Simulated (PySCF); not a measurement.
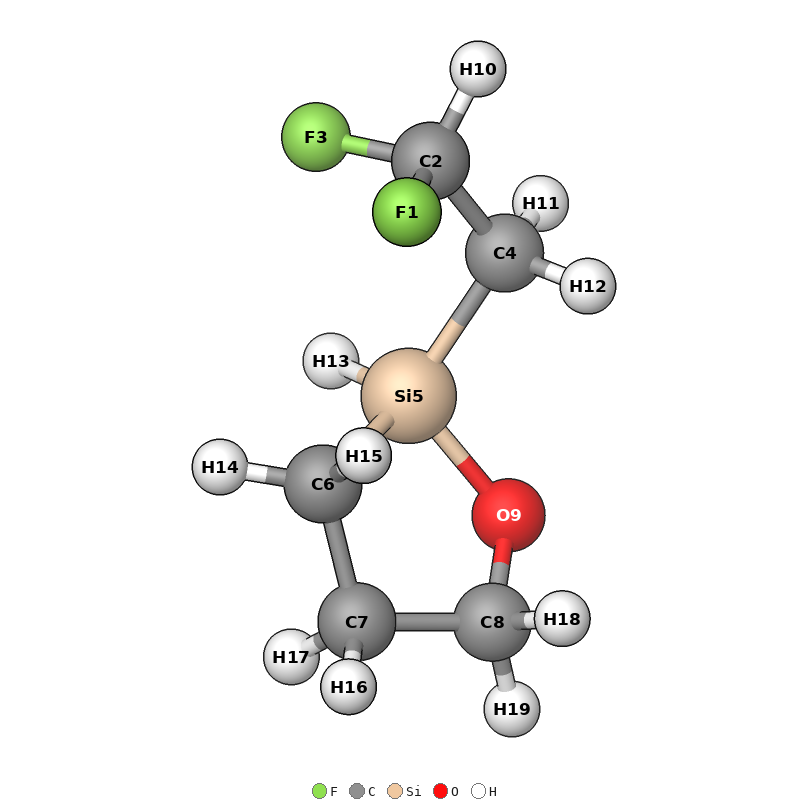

The geometry was computed by an optimisation with PBE0-D3(BJ)/def2-SVP. No frequency run is at hand to confirm it as a minimum. Properties computed with delta-SCF UKS SCAN, pcX-2 on the ionised atom, pcseg-1 elsewhere, spin-free X2C (PySCF 2.14.0).

Give the core-electron binding energies (to vacuum; p and d levels without spin–orbit splitting) of F1 1s, C2 1s, F3 1s, C4 1s, Si5 1s, Si5 2p, C6 1s, C7 1s, C8 1s, O9 1s.

```json
{"atom": "F1", "level": "1s", "binding energy (eV)": "693.1"}
{"atom": "C2", "level": "1s", "binding energy (eV)": "295.7"}
{"atom": "F3", "level": "1s", "binding energy (eV)": "693.1"}
{"atom": "C4", "level": "1s", "binding energy (eV)": "290.7"}
{"atom": "Si5", "level": "1s", "binding energy (eV)": "1846.7"}
{"atom": "Si5", "level": "2p", "binding energy (eV)": "107.1"}
{"atom": "C6", "level": "1s", "binding energy (eV)": "290.1"}
{"atom": "C7", "level": "1s", "binding energy (eV)": "290.7"}
{"atom": "C8", "level": "1s", "binding energy (eV)": "292.0"}
{"atom": "O9", "level": "1s", "binding energy (eV)": "537.6"}
```
